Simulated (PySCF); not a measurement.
# GeNaH$_{3}$: a changed input and its effect

System: GeNaH$_{3}$.
Method of the first run: RKS PBE-D4/def2-TZVPP, density fitting (PySCF 2.14.0).

The geometry comes from this level: PBE0-D4/def2-TZVP. Text and figures count atoms from 1; the logs count them from 0 in places.

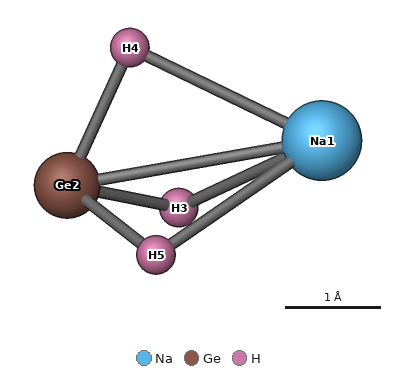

**Figure 1.** The structure (ball-and-stick view, seen at a tilt; atoms are numbered from 1 in the order of the input). Sticks mark near contacts.

**Input, the first run**
```python
import json, numpy as np
from pyscf import gto, scf, dft, mp, cc
EV, BOHR = 27.211386245988, 0.529177210903
mol = gto.M(atom="""
Na 1.210320 0.827272 -0.961478
Ge -0.694304 -0.480103 0.530075
H -0.500491 -0.621460 -1.093208
H -0.540714 1.148877 0.407366
H 0.928228 -0.618479 0.737004
""", basis="def2-tzvpp", charge=0, spin=0, max_memory=4335, verbose=0)
def mean_field(mol, dm=None):
    mf = dft.RKS(mol, xc="pbe").density_fit()
    mf.conv_tol = 1e-9; mf.grids.level = 4
    mf.kernel(dm0=dm)
    if not mf.converged: mf = mf.newton().run(mf.mo_coeff, mf.mo_occ)
    assert mf.converged
    return mf
def d4(mol):
    from pyscf.dispersion.dftd4 import DFTD4Dispersion
    real = gto.M(atom=[(mol.atom_pure_symbol(i), mol.atom_coord(i)) for i in range(5)], unit='B', charge=mol.charge, spin=None, basis='def2-svp', verbose=0)
    r = DFTD4Dispersion(real, xc="pbe", atm=True).get_dispersion(grad=True); return r["energy"], r["gradient"]
def energy_and_gradient(mol, dm=None):
    mf = mean_field(mol, dm); e, g = d4(mol)
    return mf, (mf.e_tot + e) * EV, (mf.nuc_grad_method().kernel()[:5] + g) * EV / BOHR
out = {}
mf = mean_field(mol); e = d4(mol)[0]
out.update(energy=(mf.e_tot + e) * EV, converged=True, dispersion=e * EV)
out['s2'] = mf.spin_square()[0]; out['nelec'] = mol.nelec
print(f"Total energy {out['energy']:.6f} eV, <S^2> {out['s2']:.4f}")
json.dump(out, open("out.json", "w"), default=float)
```

Launched with:
```bash
OMP_NUM_THREADS=2 python run.py
```

Hardware: 2 threads of Arm Neoverse V1, 23 GiB of memory available, shared host.

**Output (the first run)**
```
Total energy -60971.386626 eV, <S^2> 0.0000
```

The input of the second run differs as follows (lines with − go, lines with + come):
```diff
-    mf = dft.RKS(mol, xc="pbe").density_fit()
+    mf = dft.RKS(mol, xc="r2scan").density_fit()
-    r = DFTD4Dispersion(real, xc="pbe", atm=True).get_dispersion(grad=True); return r["energy"], r["gradient"]
+    r = DFTD4Dispersion(real, xc="r2scan", atm=True).get_dispersion(grad=True); return r["energy"], r["gradient"]
```

What does this change do to the results?

The total energies belong to different models, so their difference says nothing on which is more stable or more accurate. The functional changes from PBE to r2SCAN. On the same kind of shared host the second run took about 2.1 times as long.

**Output (the second run)**
```
Total energy -60982.132595 eV, <S^2> 0.0000
```

**The two runs side by side**

| quantity | the first run | the second run |
| --- | --- | --- |
| outcome | converged | converged |
| total energy (hartree) | −2240.657131 | −2241.052038 |
| basis functions | 122 | 122 |
| wall time (shared host) | 7.1 s | 15 s |
